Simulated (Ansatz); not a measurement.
```yaml
atoms:
  - { symbol: Zn, position_ang: [-0.9599, -0.1286, -1.2485] }
  - { symbol: H, position_ang: [-0.1501, -1.3594, -0.6929] }
  - { symbol: Cl, position_ang: [-2.2538, 0.8365, -2.6378] }
  - { symbol: H, position_ang: [0.2036, 0.7912, 0.8061] }
  - { symbol: F, position_ang: [-0.3762, 1.3089, 0.1890] }
  - { symbol: H, position_ang: [0.6781, -0.9654, 0.7932] }
  - { symbol: O, position_ang: [0.9495, -0.2777, 1.4372] }
  - { symbol: H, position_ang: [1.9088, -0.2054, 1.3536] }
```

Theory: Ansatz, RKS PBE0-D4/def2-SVP.

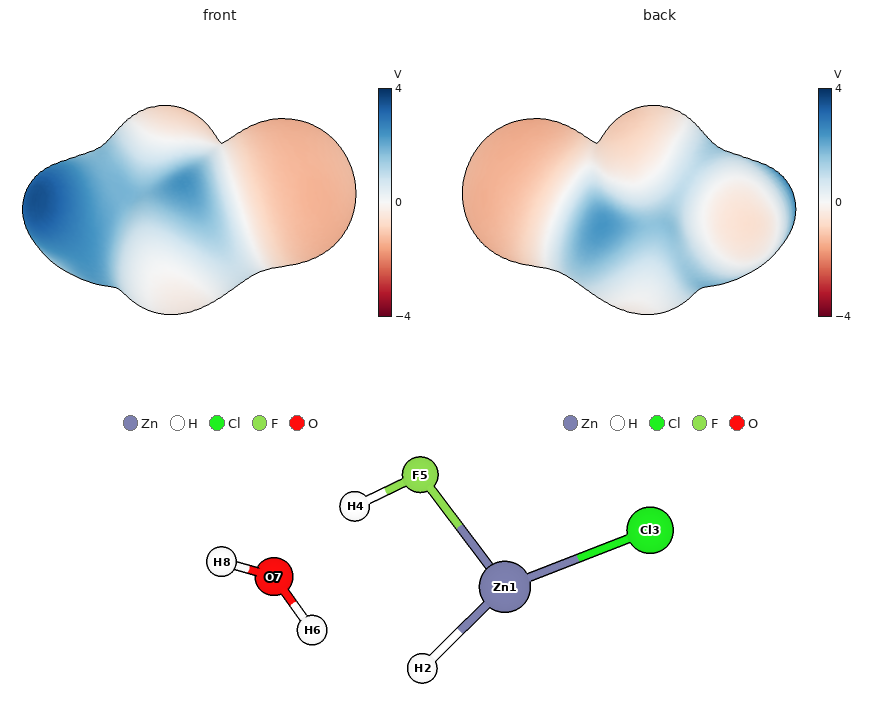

ClFH$_{2}$Zn···H$_{2}$O. The electrostatic potential painted on the density surface at 0.002 e/bohr³, seen from the front and from behind; red is negative and blue positive. The bare structure is drawn below in the same view.

Describe the electrostatic potential map.

Answer. The most negative region (about −1.4 V) lies over Cl3, the most positive (about +3.4 V) over H8.
